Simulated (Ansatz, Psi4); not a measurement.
**A ladder of methods for C2H3I (vinyl iodide)**

C2H3I has 6 atoms, charge 0, and is taken as a singlet. As SMILES, `C=CI`. Geometry: relaxed at PBE0-D4/def2-TZVP.

Quantity: the atomisation enthalpy at 298 K, in kJ/mol. The values are calculated. The thermal term (zero-point and 298 K enthalpy, harmonic and unscaled) is that of PBE0-D4/def2-TZVP; the spin-orbit lowering of the free atoms at 298 K, 30.3 kJ/mol by their spectra, is taken off.

**What was measured.** Active Thermochemical Tables gives the atomisation enthalpy at 298 K of the gas as 2064 kJ/mol.

```
                                                          level                    kind  program  value (kJ/mol)  computed − measured  CPU time (all runs)
                                   HF/def2-SVP (core potential)            Hartree–Fock   Ansatz            1469                 -595                2.4 s
                               revPBE/def2-SVP (core potential)                     GGA   Ansatz            2039                  -25                  7 s
                                M06-L/def2-SVP (core potential)                meta-GGA     Psi4            2069                   +5                 54 s
                                 TPSS/def2-SVP (core potential)                meta-GGA     Psi4            2075                  +11                 45 s
                              wB97X-V/def2-SVP (core potential)  range-separated hybrid     Psi4            2049                  -15                 83 s
                               B2PLYP/def2-SVP (core potential)           double hybrid   Ansatz            2015                  -49                9.2 s
                             PBE-QIDH/def2-SVP (core potential)           double hybrid   Ansatz            2031                  -33                  9 s
                             RPA@PBE0/def2-SVP (core potential)                     RPA   Ansatz            1890                 -174                 11 s
OMP2/def2-SVP (core potential, density fitting for correlation)     perturbation theory     Psi4            1978                  -86                 71 s
                              BCCD(T)/def2-SVP (core potential)   coupled cluster or CI   Ansatz            1947                 -117                 16 s
```

Nearest: M06-L/def2-SVP (core potential) (+5 kJ/mol); farthest: HF/def2-SVP (core potential) (-595 kJ/mol). Computed less measured by kind, in kJ/mol (def2-SVP rows): Hartree–Fock -595; GGA -25; meta-GGA +5 to +11; range-separated hybrid -15; double hybrid -49 to -33; RPA -174; perturbation theory -86; coupled cluster or CI -117. Wave-function methods converge slowly with the basis and bind too weakly in sets of this size; that is part of their error here. In the correlated wave-function rows the outer d shell of I is correlated, in sets not made for it. Times are those of the runs behind each value, whatever else they computed, on shared processors of several kinds: orders of magnitude only.

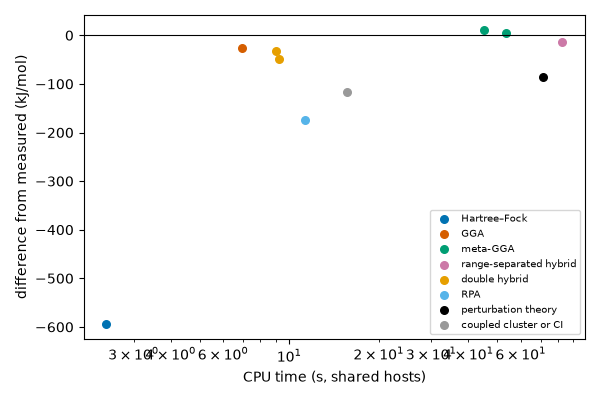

Difference from the measured value against processor time, one point a level.
